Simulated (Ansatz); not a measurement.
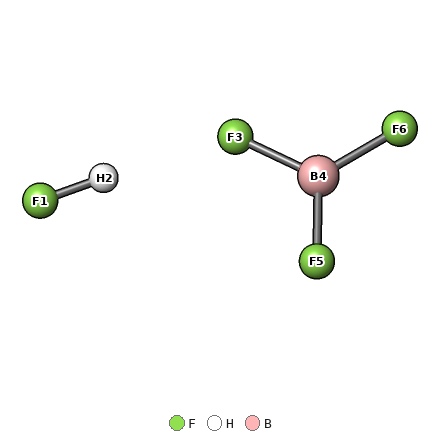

The system is the pair FH···BF₃; the picture shows the reference structure. The turn is about an axis along (−0.39, −0.92, −0.09) in the frame of the relaxed pair, normal to the line between the partners. The first coordinate is: distance F3···H2; the second: turn of F1, H2 about F3. The grid has 13 × 13 points. At 18 points there is no value (left out of the scan, as a rule where atoms come close). Points are written as (first, second). Energies: kcal/mol, counted from the two partners far apart, frozen as in the relaxed pair, each in its own basis (no counterpoise correction). Energies and slopes of some neighbouring points disagree (a jump in structure or state, or too coarse a mesh). Computed with RKS B3LYP-D4/def2-SVPD (Ansatz 0.2.0).

Its coordinates:

```yaml
atoms:
  - { symbol: F, position_ang: [-0.0040, 0.2653, -2.7009] }
  - { symbol: H, position_ang: [0.2245, 0.0814, -1.8210] }
  - { symbol: F, position_ang: [0.6164, -0.2655, 0.0105] }
  - { symbol: B, position_ang: [-0.0617, -0.0849, 1.1407] }
  - { symbol: F, position_ang: [-1.2648, 0.4357, 1.0920] }
  - { symbol: F, position_ang: [0.4895, -0.4321, 2.2786] }
```

Range: distance F3···H2 from 1.600 to 3.000 Å; turn of F1, H2 about F3 from −120 to 120°.

Question: What will the energy surface look like?

Answer: The lowest grid point is at (1.901 Å, 0°), −3.3 kcal/mol from the two partners far apart, frozen as in the relaxed pair, each in its own basis (no counterpoise correction). Other grid points that lie below all their neighbours: (1.901 Å, 100°) (0.07 kcal/mol higher). The highest grid point, (2.131 Å, −120°), lies 1015 kcal/mol above the lowest.

| turn of F1, H2 about F3 ↓, distance F3···H2 → | 1.600 | 1.643 | 1.714 | 1.801 | 1.901 | 2.011 | 2.131 | 2.258 | 2.394 | 2.536 | 2.685 | 2.839 | 3.000 |
| --- | --- | --- | --- | --- | --- | --- | --- | --- | --- | --- | --- | --- | --- |
| 120 | 0 | −1 | −2 | −2 | −2 | −3 | −2 | −2 | −2 | −2 | −2 | −1 | −1 |
| 100 | −2 | −2 | −3 | −3 | −3 | −3 | −3 | −3 | −2 | −2 | −2 | −1 | −1 |
| 80 | −2 | −2 | −3 | −3 | −3 | −3 | −3 | −3 | −2 | −2 | −2 | −1 | −1 |
| 60 | −1 | −2 | −2 | −3 | −3 | −3 | −3 | −3 | −2 | −2 | −2 | −1 | −1 |
| 40 | −1 | −2 | −2 | −3 | −3 | −3 | −3 | −3 | −2 | −2 | −2 | −1 | −1 |
| 20 | −2 | −2 | −3 | −3 | −3 | −3 | −3 | −3 | −2 | −2 | −2 | −1 | −1 |
| 0 | −2 | −2 | −3 | −3 | −3 | −3 | −3 | −3 | −2 | −2 | −2 | −1 | −1 |
| −20 | −1 | −2 | −2 | −3 | −3 | −3 | −3 | −3 | −2 | −2 | −2 | −1 | −1 |
| −40 | 4 | 3 | 2 | 1 | 0 | −1 | −1 | −1 | −2 | −2 | −1 | −1 | −1 |
| −60 | 67 | 61 | 53 | 43 | 34 | 25 | 18 | 12 | 7 | 4 | 1 | 0 | −1 |
| −80 | 865 | 840 | 803 | 760 | 657 | 523 | 393 | 282 | 193 | 125 | 76 | 43 | 22 |
| −100 | – | – | – | – | – | – | – | – | – | – | – | – | 208 |
| −120 | – | – | – | – | – | – | 1011 | 774 | 543 | 356 | 216 | 123 | 66 |

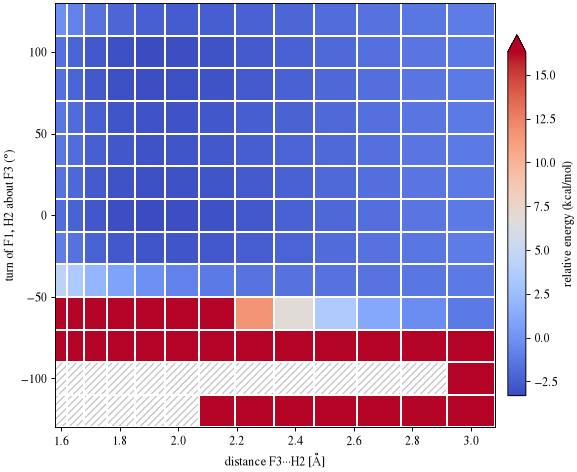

The picture shows one coloured cell a grid point, one colour for all values above the top of the scale, hatched blanks where no value was computed.

The whole map (151 points run) took 11 min on 1 thread of Arm Neoverse V1 (shared host).
